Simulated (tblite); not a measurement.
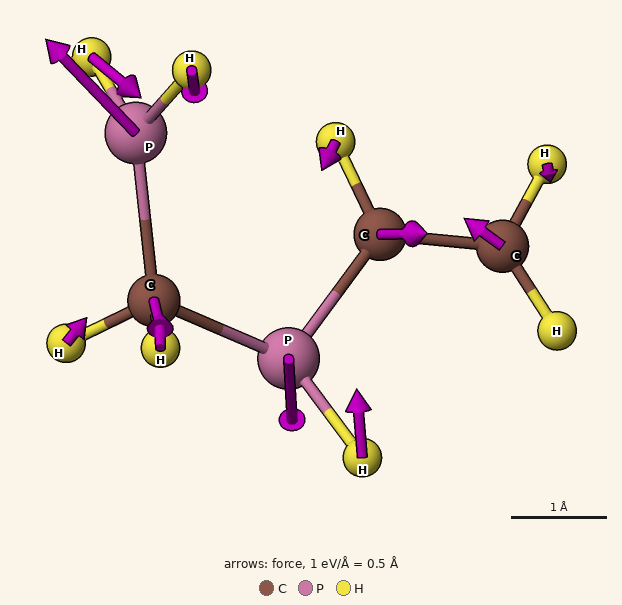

Starting geometry of C3H8P2 with the computed forces as purple arrows. Style: ball-and-stick. Shown at a tilt.

Method: GFN2-xTB geometry optimisation, gas phase in tblite 0.8.0. 

> Is this structure relaxed? If not, where do the atoms go?

It isn't relaxed: the largest force vector, on a P atom, is 3.08 eV/Å. The final displacements have little in common with the starting forces (cosine between the two patterns 0.25). After 139 geometry steps the energy has fallen by 70.2 kcal/mol. The largest move after the best rigid fit is that of an H atom, 1.58 Å. By element the largest moves are H 1.58 Å, C 0.57 Å, P 0.38 Å. Among the contacts that change: C–P 1.787 → 1.862 Å, C–H 1.139 → 1.096 Å, H–P 1.445 → 1.402 Å, H–P 1.418 → 1.394 Å. Bond angles that change, for instance: H–P–H 117.5° → 91.7°, C–P–H 120.8° → 95.9°, C–P–H 120.1° → 96.4°. The run took 3.7 s on 1 thread of Intel(R) Xeon(R) Processor @ 2.50GHz, on a shared host.
